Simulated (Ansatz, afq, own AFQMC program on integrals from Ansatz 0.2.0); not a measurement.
# NH₃+ (doublet): quantum Monte Carlo beside coupled cluster at distance N1–H2 = 0.918 Å, 6-31G

Aim: compute NH₃+ (doublet) with auxiliary-field quantum Monte Carlo on the same integrals as coupled cluster, and set the energies side by side.

Program: Ansatz 0.2.0, Gaussian basis, and an in-house AFQMC program (afq) on its integrals; all values are calculated. Level of theory: 6-31G, frozen cores. These are calculated values, not measurements.

Plan: Full CI; PBE (unrestricted); r2SCAN (unrestricted); PBE0 (unrestricted); B3LYP (unrestricted); wB97M-V (unrestricted); B2PLYP (unrestricted); CCSD(T) on UHF; Full CI; Full CI (quartet); CCSDT(Q) on UHF; CCSDTQ on UHF; Phaseless AFQMC, CISD trial on UHF; Phaseless AFQMC, CISD trial on UHF; Free-projection AFQMC, CISD trial on UHF.

2 further runs of the same task are left out: 2 that didn't finish.

## Step 1: The system

The geometry derives from a PBE0/def2-TZVP stationary point (not a proven minimum). One bond is set to the value named and the two fragments are kept rigid.

4 atoms, charge 1, spin multiplicity 2.

Atoms are counted from 1 here; the program's logs count them from 0.

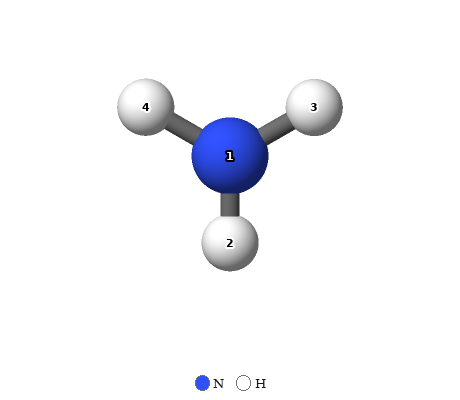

The geometry (nitrogen blue, hydrogen white); atoms are numbered from 1 in the order of the file.

## Step 2: Full CI

File in.yaml:

```yaml
crystal:
  periodic: [false, false, false]
  atoms:
    - {symbol: N, position_ang: [0.006280, 0.000084, 0.000000]}
    - {symbol: H, position_ang: [0.924197, 0.012416, -0.000063]}
    - {symbol: H, position_ang: [-0.517645, 0.880029, -0.002762]}
    - {symbol: H, position_ang: [-0.493817, -0.893617, 0.002832]}
basis:
  gaussian: {orbitals: 6-31G}
total_charge: 1
magnetization: {spin_polarized: false, initial_magnetization: 1}
correlation: {method: fci, electrons: outside_noble_gas}
```

Launch:

```sh
$ ansatz run in.yaml --threads 1 --pin off --events-out ev --progress --plain --max-ram 16896MiB --backend cuda --devices 0, --max-vram 18GiB
```

What it wrote:

```text
Functional definition: HF
  name "HF"
  cite "Fock, Z. Phys. 61, 126 (1930) doi:10.1007/BF01340294"
  parent pbe
  exchange = exact_x
  correlation = 0
337 factors; integrals over basis functions are off by at most 1.4e-7 eV
mean field evaluation 1: about -1518.1552 eV, gradient 2.7e1 eV
mean field evaluation 2: about -1518.1551 eV, gradient 2.7e1 eV
mean field evaluation 4: about -1519.6694 eV, gradient 1.2e0 eV
mean field evaluation 8: about -1519.6732 eV, gradient 1.5e-4 eV
mean field -1519.67323354 eV, -55.8469612610 hartree, gradient 1.1e-6 eV, S^2 0.750000; 0 other end points of the search recorded, 0 dependent functions left out
mean field evaluation 16: about -1519.7551 eV, gradient 3.9e-1 eV
1 core orbitals not correlated: weight in the atoms' cores, before any rotation towards them, 1.000 or more for the frozen orbitals, at most 0.000 for the correlated occupied ones
reference -1519.67323354 eV, -55.8469612610 hartree; 4, 3 occupied and 10, 11 virtual orbitals, 337 factors
state -1522.50051659 eV, -55.9508619969 hartree
Total energy: -1522.50051659 eV, -55.9508619969 hartree
```

Run time: 11 s. Hardware: 1 × NVIDIA H100 80GB HBM3 with 1 thread of AMD EPYC 7R13 (Zen 3), shared host.

From the report: 88,132 determinants, symmetry B1.

## Step 3: PBE (unrestricted)

Edit in.yaml of step 2 so:

```diff
@@ -10,3 +10,4 @@
 total_charge: 1
-magnetization: {spin_polarized: false, initial_magnetization: 1}
-correlation: {method: fci, electrons: outside_noble_gas}
+magnetization: {spin_polarized: true, initial_magnetization: 1}
+hamiltonian: {xc: {name: PBE}}
+output: {orbitals: {seedname: orbitals}}
```

Launch:

```sh
$ ansatz run in.yaml --threads 1 --pin off --events-out ev --progress --plain --max-ram 5632MiB --backend cpu
```

What it wrote:

```text
Functional definition: PBE
  name "PBE"
  cite "Perdew, Burke & Ernzerhof, Phys. Rev. Lett. 77, 3865 (1996) doi:10.1103/PhysRevLett.77.3865"
  parent pbe
  parameter kappa = 0.804
  parameter beta = 0.06672455060314922
  exchange = pbe_x(kappa = kappa, mu = beta*pi^2/3)
  correlation = pbe_c(beta = beta)
228 factors; integrals over basis functions are off by at most 3.3e-4 eV
mean field evaluation 1: about -1517.6906 eV, gradient 4.5e1 eV
mean field evaluation 2: about -1513.5288 eV, gradient 5.3e1 eV
mean field evaluation 4: about -1526.2477 eV, gradient 1.2e-1 eV
mean field evaluation 8: about -1526.2392 eV, gradient 6.0e-4 eV
mean field -1526.23920282 eV, -56.0882561816 hartree, gradient 3.5e-5 eV, S^2 0.752302; 0 other end points of the search recorded, 0 dependent functions left out
reference -1526.23921510 eV, -56.0882566330 hartree; 5, 4 occupied and 10, 11 virtual orbitals, 228 factors
Total energy: -1526.23921510 eV, -56.0882566330 hartree
```

Run time: 0.21 s. Hardware: 1 thread of AMD EPYC 7R13 (Zen 3), shared host.

From the report: ⟨S²⟩ of the determinant 0.752 (pure doublet: 0.75).

## Step 4: r2SCAN (unrestricted)

Edit in.yaml of step 3 so:

```diff
@@ -11,3 +11,2 @@
 magnetization: {spin_polarized: true, initial_magnetization: 1}
-hamiltonian: {xc: {name: PBE}}
-output: {orbitals: {seedname: orbitals}}
+hamiltonian: {xc: {name: r2SCAN}}
```

The command is unchanged.

What it wrote:

```text
Functional definition: r2SCAN
  name "r2SCAN"
  cite "Furness, Kaplan, Ning, Perdew & Sun, J. Phys. Chem. Lett. 11, 8208 (2020) doi:10.1021/acs.jpclett.0c02405"
  cite "Furness, Kaplan, Ning, Perdew & Sun, J. Phys. Chem. Lett. 11, 9248 (2020) doi:10.1021/acs.jpclett.0c03077"
  parent r2scan
  parameter k0 = 0.174
  parameter k1 = 0.065
  parameter a1 = 4.9479
  exchange = r2scan_x(k0 = k0, k1 = k1, a1 = a1)
  correlation = r2scan_c
228 factors; integrals over basis functions are off by at most 3.3e-4 eV
mean field evaluation 1: about -1520.4773 eV, gradient 4.1e1 eV
mean field evaluation 2: about -1519.8529 eV, gradient 4.2e1 eV
mean field evaluation 4: about -1527.4086 eV, gradient 1.2e-1 eV
mean field evaluation 8: about -1527.4011 eV, gradient 5.5e-3 eV
mean field -1527.40110444 eV, -56.1309552785 hartree, gradient 4.5e-5 eV, S^2 0.753820; 0 other end points of the search recorded, 0 dependent functions left out
reference -1527.40110766 eV, -56.1309553968 hartree; 5, 4 occupied and 10, 11 virtual orbitals, 228 factors
Total energy: -1527.40110766 eV, -56.1309553968 hartree
```

Wall time 0.45 s (1 thread of AMD EPYC 7R13 (Zen 3), shared host).

From the report: ⟨S²⟩ of the determinant 0.754 (pure doublet: 0.75).

## Step 5: PBE0 (unrestricted)

Edit in.yaml of step 4 so:

```diff
@@ -11,2 +11,3 @@
 magnetization: {spin_polarized: true, initial_magnetization: 1}
-hamiltonian: {xc: {name: r2SCAN}}
+hamiltonian: {xc: {name: PBE0}}
+output: {orbitals: {seedname: orbitals}}
```

Same command.

What it wrote:

```text
Functional definition: PBE0
  name "PBE0"
  cite "Adamo & Barone, J. Chem. Phys. 110, 6158 (1999) doi:10.1063/1.478522"
  cite "Perdew, Burke & Ernzerhof, Phys. Rev. Lett. 77, 3865 (1996) doi:10.1103/PhysRevLett.77.3865"
  parent pbe
  parameter a = 0.25
  parameter kappa = 0.804
  parameter beta = 0.06672455060314922
  exchange = (1 - a)*pbe_x(kappa = kappa, mu = beta*pi^2/3) + a*exact_x
  correlation = pbe_c(beta = beta)
228 factors; integrals over basis functions are off by at most 3.3e-4 eV
mean field evaluation 1: about -1520.8303 eV, gradient 3.7e1 eV
mean field evaluation 2: about -1521.7138 eV, gradient 3.4e1 eV
mean field evaluation 4: about -1526.5035 eV, gradient 1.2e-1 eV
mean field evaluation 8: about -1526.4965 eV, gradient 3.0e-3 eV
mean field -1526.49645654 eV, -56.0977100814 hartree, gradient 6.7e-5 eV, S^2 0.753009; 0 other end points of the search recorded, 0 dependent functions left out
reference -1526.49646580 eV, -56.0977104218 hartree; 5, 4 occupied and 10, 11 virtual orbitals, 228 factors
Total energy: -1526.49646580 eV, -56.0977104218 hartree
```

Wall time 0.21 s (1 thread of AMD EPYC 7R13 (Zen 3), shared host).

From the report: ⟨S²⟩ of the determinant 0.753 (pure doublet: 0.75).

## Step 6: B3LYP (unrestricted)

Edit in.yaml of step 5 so:

```diff
@@ -11,3 +11,2 @@
 magnetization: {spin_polarized: true, initial_magnetization: 1}
-hamiltonian: {xc: {name: PBE0}}
-output: {orbitals: {seedname: orbitals}}
+hamiltonian: {xc: {name: B3LYP}}
```

Launched as before.

What it wrote (excerpt; [...] marks lines left out):

```text
Functional definition: B3LYP
  name "B3LYP"
  cite "Stephens, Devlin, Chabalowski & Frisch, J. Phys. Chem. 98, 11623 (1994) doi:10.1021/j100096a001"
  cite "Becke, Phys. Rev. A 38, 3098 (1988) doi:10.1103/PhysRevA.38.3098"
  cite "Lee, Yang & Parr, Phys. Rev. B 37, 785 (1988) doi:10.1103/PhysRevB.37.785"
  cite "Vosko, Wilk & Nusair, Can. J. Phys. 58, 1200 (1980) doi:10.1139/p80-159"
[...]
228 factors; integrals over basis functions are off by at most 3.3e-4 eV
[...]
mean field -1528.31591794 eV, -56.1645740545 hartree, gradient 5.6e-5 eV, S^2 0.752728; 0 other end points of the search recorded, 0 dependent functions left out
reference -1528.31601908 eV, -56.1645777714 hartree; 5, 4 occupied and 10, 11 virtual orbitals, 228 factors
Total energy: -1528.31601908 eV, -56.1645777714 hartree
```

It took 0.24 s on 1 thread of AMD EPYC 7R13 (Zen 3), shared host.

From the report: ⟨S²⟩ of the determinant 0.753 (pure doublet: 0.75).

## Step 7: wB97M-V (unrestricted)

Edit in.yaml of step 6 so:

```diff
@@ -11,2 +11,3 @@
 magnetization: {spin_polarized: true, initial_magnetization: 1}
-hamiltonian: {xc: {name: B3LYP}}
+hamiltonian: {xc: {name: wB97M-V}}
+output: {orbitals: {seedname: orbitals}}
```

Same command.

What it wrote (excerpt; [...] marks lines left out):

```text
Functional definition: wB97M-V
  name "wB97M-V"
  cite "Mardirossian & Head-Gordon, J. Chem. Phys. 144, 214110 (2016) doi:10.1063/1.4952647"
  cite "Becke, J. Chem. Phys. 107, 8554 (1997) doi:10.1063/1.475007"
  cite "Vydrov & Van Voorhis, J. Chem. Phys. 133, 244103 (2010) doi:10.1063/1.3521275"
  # Of w^i u^j: cxij and so on, Table III.
[...]
  gx(w, u) = 1 - cx + cx01*u + cx10*w
  gss(w, u) = css00 + css04*u^4 + css10*w + css20*w^2 + css43*w^4*u^3
  gos(w, u) = cos00 + cos10*w + (cos20 + cos21*u)*w^2 + (cos60 + cos61*u)*w^6
[...]
      + integral(e_c_pw_mod_opposite_spin*gos(b97_w_opposite, b97_u_opposite)) + vv10(b, c)
228 factors; integrals over basis functions are off by at most 3.3e-4 eV
78 factors; integrals over basis functions are off by at most 3.7e-6 eV
[...]
mean field -1527.35593141 eV, -56.1292952002 hartree, gradient 7.9e-5 eV, S^2 0.752951; 0 other end points of the search recorded, 0 dependent functions left out
reference -1527.35594535 eV, -56.1292957127 hartree; 5, 4 occupied and 10, 11 virtual orbitals, 228 factors
Total energy: -1527.35594535 eV, -56.1292957127 hartree
```

Run time: 0.69 s. Hardware: 1 thread of AMD EPYC 7R13 (Zen 3), shared host.

From the report: ⟨S²⟩ of the determinant 0.753 (pure doublet: 0.75).

## Step 8: B2PLYP (unrestricted)

Edit in.yaml of step 7 so:

```diff
@@ -11,3 +11,3 @@
 magnetization: {spin_polarized: true, initial_magnetization: 1}
-hamiltonian: {xc: {name: wB97M-V}}
-output: {orbitals: {seedname: orbitals}}
+hamiltonian: {xc: {name: B2PLYP}}
+correlation: {electrons: outside_noble_gas}
```

Same command.

What it wrote (excerpt; [...] marks lines left out):

```text
Functional definition: B2PLYP
  name "B2PLYP"
  cite "Grimme, J. Chem. Phys. 124, 034108 (2006) doi:10.1063/1.2148954"
  cite "Becke, Phys. Rev. A 38, 3098 (1988) doi:10.1103/PhysRevA.38.3098"
  cite "Lee, Yang & Parr, Phys. Rev. B 37, 785 (1988) doi:10.1103/PhysRevB.37.785"
[...]
228 factors; integrals over basis functions are off by at most 3.3e-4 eV
[...]
mean field -1525.42229167 eV, -56.0582352505 hartree, gradient 3.3e-6 eV, S^2 0.754422; 0 other end points of the search recorded, 0 dependent functions left out
1 core orbitals not correlated: weight in the atoms' cores, before any rotation towards them, 1.000 or more for the frozen orbitals, at most 0.000 for the correlated occupied ones
reference -1525.42235709 eV, -56.0582376546 hartree; 4, 3 occupied and 10, 11 virtual orbitals, 228 factors
second order -2.77312143 eV of doubles, -0.00000000 eV of singles
Total energy: -1526.17109987 eV, -56.0857534444 hartree
```

Run time: 0.27 s. Hardware: 1 thread of AMD EPYC 7R13 (Zen 3), shared host.

From the report: ⟨S²⟩ of the determinant 0.754 (pure doublet: 0.75).

## Step 9: CCSD(T) on UHF

Edit in.yaml of step 8 so:

```diff
@@ -11,3 +11,2 @@
 magnetization: {spin_polarized: true, initial_magnetization: 1}
-hamiltonian: {xc: {name: B2PLYP}}
-correlation: {electrons: outside_noble_gas}
+correlation: {method: ccsd_t, electrons: outside_noble_gas, hamiltonian_folder: ham}
```

Launch:

```sh
$ ansatz run in.yaml --threads 1 --pin off --events-out ev --progress --plain --max-ram 16896MiB --backend cuda --devices 0, --max-vram 18GiB
```

What it wrote (excerpt; [...] marks lines left out):

```text
Functional definition: HF
  name "HF"
  cite "Fock, Z. Phys. 61, 126 (1930) doi:10.1007/BF01340294"
  parent pbe
[...]
228 factors; integrals over basis functions are off by at most 3.3e-4 eV
[...]
mean field -1519.75712987 eV, -55.8500443943 hartree, gradient 1.5e-6 eV, S^2 0.758722; 0 other end points of the search recorded, 0 dependent functions left out
1 core orbitals not correlated: weight in the atoms' cores, before any rotation towards them, 1.000 or more for the frozen orbitals, at most 0.000 for the correlated occupied ones
reference -1519.75712987 eV, -55.8500443943 hartree; 4, 3 occupied and 10, 11 virtual orbitals, 228 factors
second order -2.28290352 eV of doubles, -0.00000000 eV of singles
cycle   1  -2.57307371 eV  change   -2.9e-1 eV  update   3.4e-2
[...]
cycle   8  -2.71544615 eV  change   -1.1e-6 eV  update   8.1e-6
perturbative correction -0.02072684 eV, -0.0007616974 hartree
Total energy: -1522.49330286 eV, -55.9505968972 hartree
```

Wall time 3.3 s (1 × NVIDIA H100 80GB HBM3 with 1 thread of AMD EPYC 7R13 (Zen 3), shared host).

From the report: ⟨S²⟩ of the determinant 0.759 (pure doublet: 0.75); correlation -2.7362 eV; T1 0.006; largest double amplitude 0.04.

This run also writes the integrals to the folder ham.

## Step 10: Full CI

File in.yaml:

```yaml
hamiltonian:
  integrals:
    folder: ../ham
correlation: {method: fci}
```

Same command.

What it wrote:

```text
Functional definition: HF
  name "HF"
  cite "Fock, Z. Phys. 61, 126 (1930) doi:10.1007/BF01340294"
  parent pbe
  exchange = exact_x
  correlation = 0
reference -1519.75712987 eV, -55.8500443943 hartree; 4, 3 occupied and 10, 11 virtual orbitals, 228 factors
state -1522.50112209 eV, -55.9508842484 hartree
Total energy: -1522.50112209 eV, -55.9508842484 hartree
```

Wall time 10 s (1 × NVIDIA H100 80GB HBM3 with 1 thread of AMD EPYC 7R13 (Zen 3), shared host).

From the report: 88,132 determinants.

## Step 11: Full CI (quartet)

File in.yaml:

```yaml
crystal:
  periodic: [false, false, false]
  atoms:
    - {symbol: N, position_ang: [0.006280, 0.000084, 0.000000]}
    - {symbol: H, position_ang: [0.924197, 0.012416, -0.000063]}
    - {symbol: H, position_ang: [-0.517645, 0.880029, -0.002762]}
    - {symbol: H, position_ang: [-0.493817, -0.893617, 0.002832]}
basis:
  gaussian: {orbitals: 6-31G}
total_charge: 1
magnetization: {spin_polarized: false, initial_magnetization: 3}
correlation: {method: fci, electrons: outside_noble_gas}
```

Launched as before.

What it wrote (excerpt; [...] marks lines left out):

```text
Functional definition: HF
  name "HF"
  cite "Fock, Z. Phys. 61, 126 (1930) doi:10.1007/BF01340294"
  parent pbe
[...]
337 factors; integrals over basis functions are off by at most 1.4e-7 eV
[...]
a density is far from that of the atoms, so the factors are made again for it
344 factors; integrals over basis functions are off by at most 1.4e-7 eV
[...]
mean field -1505.00199188 eV, -55.3078030746 hartree, gradient 1.6e-6 eV, S^2 3.750000; 3 other end points of the search recorded, 0 dependent functions left out
[...]
1 core orbitals not correlated: weight in the atoms' cores, before any rotation towards them, 1.000 or more for the frozen orbitals, at most 0.000 for the correlated occupied ones
reference -1504.62747181 eV, -55.2940397160 hartree; 5, 2 occupied and 9, 12 virtual orbitals, 344 factors
state -1507.40449049 eV, -55.3960932702 hartree
Total energy: -1507.40449049 eV, -55.3960932702 hartree
```

Run time: 15 s. Hardware: 1 × NVIDIA H100 80GB HBM3 with 1 thread of AMD EPYC 7R13 (Zen 3), shared host.

From the report: 45,376 determinants, symmetry A2.

## Step 12: CCSDT(Q) on UHF

Edit in.yaml of step 11 so:

```diff
@@ -10,3 +10,3 @@
 total_charge: 1
-magnetization: {spin_polarized: false, initial_magnetization: 3}
-correlation: {method: fci, electrons: outside_noble_gas}
+magnetization: {spin_polarized: true, initial_magnetization: 1}
+correlation: {method: ccsdt_q, electrons: outside_noble_gas}
```

Same command.

What it wrote (excerpt; [...] marks lines left out):

```text
Functional definition: HF
  name "HF"
  cite "Fock, Z. Phys. 61, 126 (1930) doi:10.1007/BF01340294"
  parent pbe
[...]
337 factors; integrals over basis functions are off by at most 1.4e-7 eV
[...]
mean field -1519.75699372 eV, -55.8500393908 hartree, gradient 1.5e-6 eV, S^2 0.758722; 0 other end points of the search recorded, 0 dependent functions left out
1 core orbitals not correlated: weight in the atoms' cores, before any rotation towards them, 1.000 or more for the frozen orbitals, at most 0.000 for the correlated occupied ones
reference -1519.75699372 eV, -55.8500393908 hartree; 4, 3 occupied and 10, 11 virtual orbitals, 337 factors
second order -2.28296309 eV of doubles, -0.00000000 eV of singles
cycle   1  -2.57310458 eV  change   -2.9e-1 eV  update   3.5e-2
[...]
cycle  11  -2.74000127 eV  change   -3.8e-7 eV  update   7.3e-7
perturbative correction -0.00368251 eV, -0.0001353297 hartree
Total energy: -1522.50067750 eV, -55.9508679099 hartree
```

Wall time 4.9 s (1 × NVIDIA H100 80GB HBM3 with 1 thread of AMD EPYC 7R13 (Zen 3), shared host).

From the report: ⟨S²⟩ of the determinant 0.759 (pure doublet: 0.75); correlation -2.7437 eV; T1 0.006; largest double amplitude 0.04.

## Step 13: CCSDTQ on UHF

Edit in.yaml of step 12 so:

```diff
@@ -11,2 +11,2 @@
 magnetization: {spin_polarized: true, initial_magnetization: 1}
-correlation: {method: ccsdt_q, electrons: outside_noble_gas}
+correlation: {method: ccsdtq, electrons: outside_noble_gas}
```

The command is unchanged.

What it wrote (excerpt; [...] marks lines left out):

```text
Functional definition: HF
  name "HF"
  cite "Fock, Z. Phys. 61, 126 (1930) doi:10.1007/BF01340294"
  parent pbe
[...]
337 factors; integrals over basis functions are off by at most 1.4e-7 eV
[...]
mean field -1519.75699372 eV, -55.8500393908 hartree, gradient 1.5e-6 eV, S^2 0.758722; 0 other end points of the search recorded, 0 dependent functions left out
1 core orbitals not correlated: weight in the atoms' cores, before any rotation towards them, 1.000 or more for the frozen orbitals, at most 0.000 for the correlated occupied ones
reference -1519.75699372 eV, -55.8500393908 hartree; 4, 3 occupied and 10, 11 virtual orbitals, 337 factors
second order -2.28296309 eV of doubles, -0.00000000 eV of singles
cycle   1  -2.57310520 eV  change   -2.9e-1 eV  update   3.5e-2
[...]
cycle  12  -2.74392431 eV  change   -5.8e-7 eV  update   2.9e-7
Total energy: -1522.50091802 eV, -55.9508767492 hartree
```

Wall time 11 s (1 × NVIDIA H100 80GB HBM3 with 1 thread of AMD EPYC 7R13 (Zen 3), shared host).

From the report: ⟨S²⟩ of the determinant 0.759 (pure doublet: 0.75); correlation -2.7439 eV; T1 0.006; largest double amplitude 0.04.

[end of part 1 of 2]
